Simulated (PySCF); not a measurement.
# C₂H₆Al₂Cl₃F: what the fields show

```csv
atom,x (Å),y (Å),z (Å)
C,-0.9871,0.8588,1.8232
Al,-0.5942,0.0196,0.0701
C,-1.5030,-0.7601,-1.5121
Cl,0.9897,1.3606,-0.8107
Al,2.5409,-0.0864,-0.2884
F,3.3087,0.5392,1.0383
Cl,3.5315,-0.8092,-1.8998
Cl,1.0437,-1.4648,0.5089
H,-0.0791,1.0860,2.3973
H,-1.5259,1.8059,1.7161
H,-1.6120,0.2333,2.4675
H,-2.0885,-1.6474,-1.2510
H,-0.8137,-1.0706,-2.3083
H,-2.2117,-0.0655,-1.9735
```

Geometry: GFN2-xTB.

Level of theory: PBE0/pcSseg-1, SCF density, gas phase, non-relativistic (PySCF).

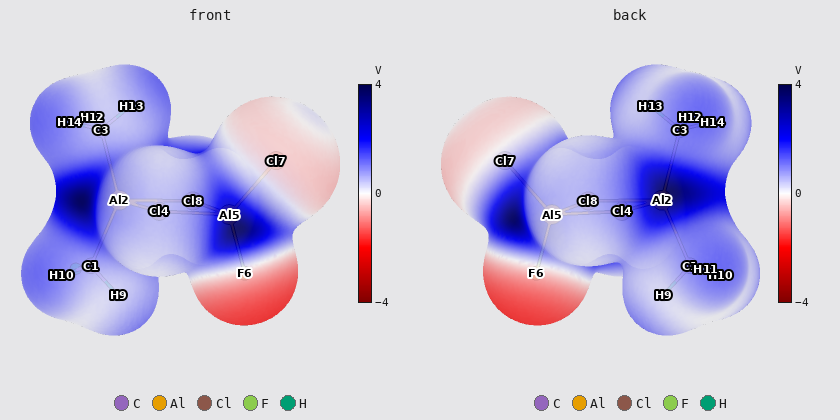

Figure 1. The electrostatic potential painted on the density surface at 0.004 e/bohr³, seen from the front and from behind; the colour scale runs from red (negative) to blue (positive).

Question: Where is the surface potential most negative and most positive?

Answer: The most negative region (about −1.5 V) lies over F6, the most positive (about +3.7 V) over Al2 and Al5.

Question: What dipole moment does the calculation give?

Answer: Its dipole moment is 3.30 D.

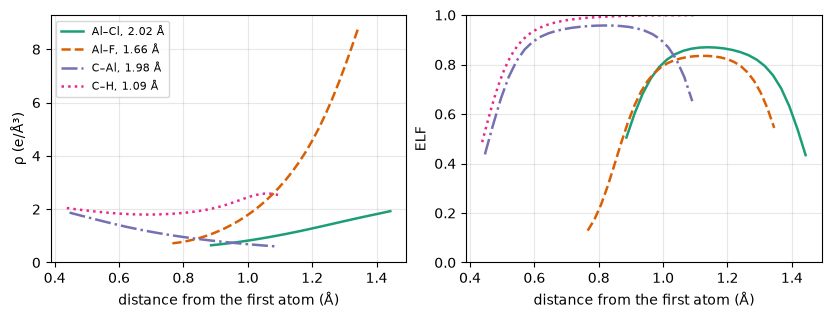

Figure 2. Electron density and electron localisation function along straight lines between neighbouring atoms. The curves leave out the atomic cores.

Question: Compare the contacts.

Answer: Al–Cl (2.02 Å): ρ is about 0.84 e/Å³ halfway; the ELF peaks at about 0.85 in the valence shell of Cl, 0.9 Å from its nucleus, and is about 0.80 at the midpoint.
Al–F (1.66 Å): ρ at the midpoint is about 0.85 e/Å³; the ELF peaks at about 0.85 in the valence shell of F, 0.5 Å from its nucleus, and is about 0.30 at the midpoint.
C–Al (1.98 Å): ρ at the midpoint is about 0.7 e/Å³; the ELF peaks at about 0.95 between the atoms (a shared but strongly polarised pair).
C–H (1.09 Å): the density is about 1.9 e/Å³ at the midpoint; the ELF climbs to about 1 towards the hydrogen, as it does in any bond to H; a covalent bond by its length.
